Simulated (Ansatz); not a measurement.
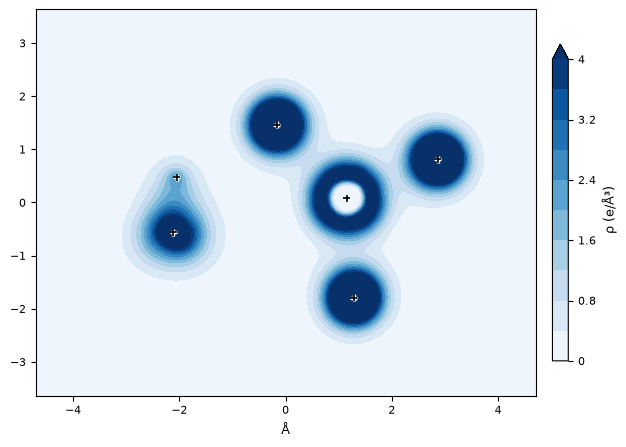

The electron density on a plane through atoms (crosses mark nuclei in the plane).

The calculation used RKS PBE/def2-SVP (Ansatz 0.2.0).

Candidates:
A. F5Ta···NH3
B. ClGaH2O2···HF
C. F3GeHS···GeH4

Question: Which candidate gave the map?

Answer: Candidate A: F5Ta···NH3 on the plane of atoms F7, Ta1 and F8, which holds Ta, N, F and H. Ta1···N2 (3.34 Å): the density falls to about 0.06 e/Å³ on the way. Ta–F (1.86 Å): the density is about 1 e/Å³ at the midpoint.
